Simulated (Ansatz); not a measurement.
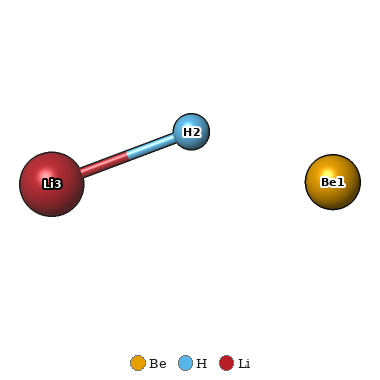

The system is Be + HLi; the picture shows the reference structure. 
- The first coordinate is: distance Be1–H2; the second: distance H2–Li3.
- Nothing is relaxed (the angle Be1–H2–Li3 is fixed at 140 degrees).
- Grid: 17 × 17 points.
- Energies are in eV, from the lowest grid point.
- The reference is spin-restricted, so regions where a bond is pulled apart into radicals lie too high.
- Method: RHF/aug-cc-pVTZ (Ansatz).

Its coordinates:

```xyz
3

Be   -1.6870    0.0000    0.0000
H     0.0000    0.0000    0.0000
Li    1.2778    1.0722    0.0000
```

Range: distance Be1–H2 from 1.016 to 3.416 Å; distance H2–Li3 from 1.272 to 3.672 Å.

### Predict the map.

The lowest grid point is at distance Be1–H2 = 1.687 Å, distance H2–Li3 = 1.668 Å. The energy also falls towards the edge at distance Be1–H2 = 3.416 Å, distance H2–Li3 = 1.668 Å (0.05 eV above the lowest), where a further well may lie outside the range. The highest grid point, distance Be1–H2 = 1.016 Å, distance H2–Li3 = 3.672 Å, lies 3.17 eV above the lowest.

```
distance H2–Li3 ↓, distance Be1–H2 →  1.016  1.177  1.412  1.687  1.991  2.319  2.667  3.034  3.416
                               3.672   3.17   2.04   1.61   1.82   2.21   2.49   2.65   2.72   2.75
                               3.290   3.06   1.90   1.42   1.57   1.88   2.11   2.23   2.28   2.31
                               2.923   2.92   1.73   1.19   1.27   1.50   1.67   1.75   1.79   1.81
                               2.575   2.78   1.53   0.93   0.92   1.07   1.19   1.24   1.27   1.28
                               2.247   2.42   1.28   0.62   0.54   0.63   0.70   0.73   0.74   0.75
                               1.943   2.08   0.95   0.32   0.20   0.24   0.28   0.30   0.30   0.30
                               1.668   1.83   0.70   0.12   0.00   0.03   0.06   0.06   0.06   0.05
                               1.433   1.86   0.73   0.19   0.11   0.16   0.18   0.18   0.17   0.17
                               1.272   2.20   1.07   0.56   0.52   0.59   0.62   0.62   0.61   0.61
```

The table holds every second grid line.

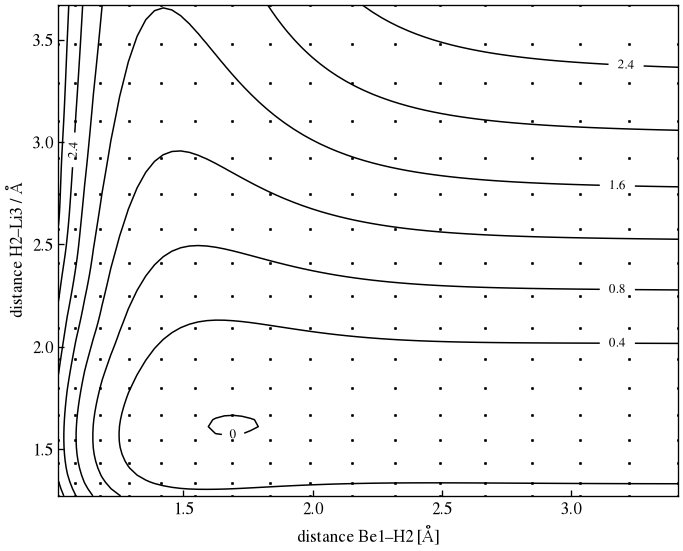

The picture shows contour lines labelled in eV, dots at the grid points. Between grid points the surface is interpolated.

Each point was launched as `ansatz run input.yaml --threads 1 --pin off --max-ram 2560MiB --backend cpu --events-out ev --progress --plain --runs-dir out`. Time for the 289 points that were run: 2.8 min on 1 thread of Arm Neoverse V2, with other jobs on the host.
